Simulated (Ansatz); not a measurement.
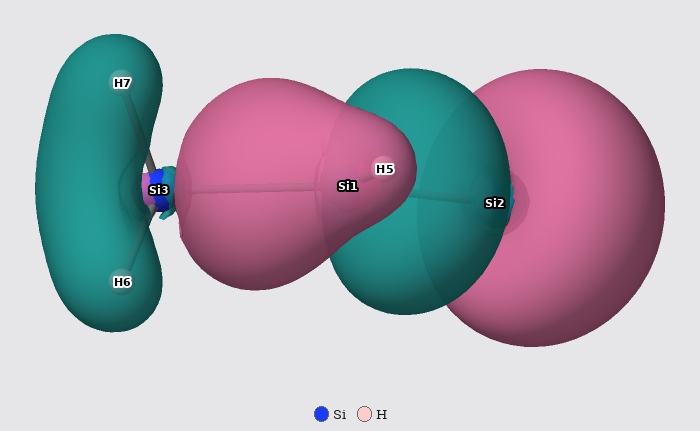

Figure. H4Si3 (charge +1, doublet). The HOMO (β) at ±0.06 Å⁻³ᐟ² (teal and pink are the two phases), seen from one side.

Geometry: PBE-D3(BJ)/def2-SVP.

Theory: Ansatz, isolated molecule in a Gaussian basis; Kohn-Sham density functional theory, functional PBE0.

```yaml
atoms:
  - { symbol: Si, position_ang: [-0.0281, 0.7534, -0.2702] }
  - { symbol: Si, position_ang: [-1.2160, 1.7857, -2.0008] }
  - { symbol: Si, position_ang: [-0.1252, -1.4345, 0.6613] }
  - { symbol: H, position_ang: [-1.1783, -2.1819, -0.0920] }
  - { symbol: H, position_ang: [0.9804, 1.7022, 0.3385] }
  - { symbol: H, position_ang: [1.2627, -1.9656, 0.4583] }
  - { symbol: H, position_ang: [-0.4645, -1.1885, 2.1015] }
```

Where does this orbital lie, and at what energy?

Its weight (Hirshfeld) is mainly on Si2 (about 55 %), Si1 (about 30 %) and Si3 (about 10 %). Its energy is −12.33 eV.
